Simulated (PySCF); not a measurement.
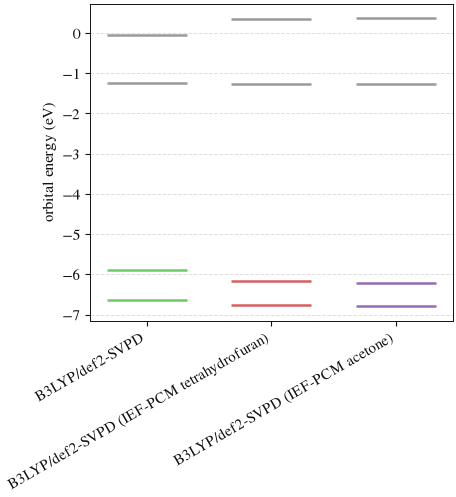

Frontier orbital energies of C₂H₅NS (thioacetamide), SMILES CC(N)=S at one geometry, PySCF 2.14.0, at a PBE0-D3(BJ)/def2-SVP geometry (no frequency check). Empty levels are grey, levels within 0.1 eV stand side by side; all columns show the same few orbitals around the gap.

### How do the frontier levels move from column to column?

The separation grows from 4.65 eV (B3LYP/def2-SVPD) to 4.95 eV (B3LYP/def2-SVPD (IEF-PCM acetone)).

| level | HOMO (eV) | LUMO (eV) | separation (eV) |
| --- | --- | --- | --- |
| B3LYP/def2-SVPD | −5.89 | −1.24 | 4.65 |
| B3LYP/def2-SVPD (IEF-PCM tetrahydrofuran) | −6.16 | −1.26 | 4.90 |
| B3LYP/def2-SVPD (IEF-PCM acetone) | −6.22 | −1.27 | 4.95 |

Limits of at least one run: empty levels above zero depend strongly on the basis.
